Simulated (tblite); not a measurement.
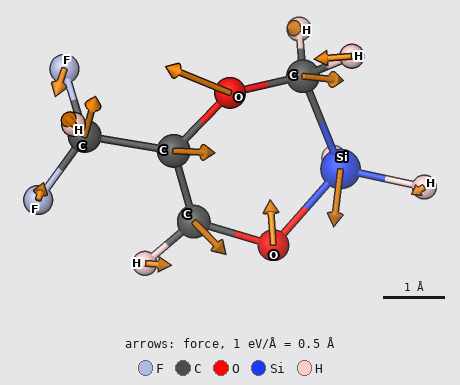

Starting geometry of C$_{4}$H$_{6}$F$_{2}$O$_{2}$Si with the computed forces as orange arrows. Style: ball-and-stick. Shown at a tilt.

The calculation used GFN2-xTB geometry optimisation, gas phase (tblite 0.8.0). 

**What follows when this structure is relaxed?**

It isn't relaxed: the largest force vector, on an O atom, is 2.81 eV/Å. The final displacements have little in common with the starting forces (cosine between the two patterns 0.20). The atom that moves furthest after the best rigid fit is an H atom (1.13 Å). By element the largest moves are H 1.13 Å, F 1.12 Å, O 0.94 Å, C 0.59 Å, Si 0.13 Å. Some distances before and after: O–Si 1.731 → 1.637 Å, C–O 1.388 → 1.431 Å, C–O 1.392 → 1.352 Å, C–Si 1.875 → 1.914 Å. Among the angles between lasting bonds that change: C–O–C 127.1° → 117.0°, O–C–H 113.6° → 104.4°, C–C–O 121.3° → 112.1°. Groups turn about O–Si by about 60°, C–C by about 50°, C–Si by about 50°. Over 124 geometry steps the energy falls by 21.6 kcal/mol. The run took 1.5 s on 1 thread of Arm Neoverse N1, on a shared host.
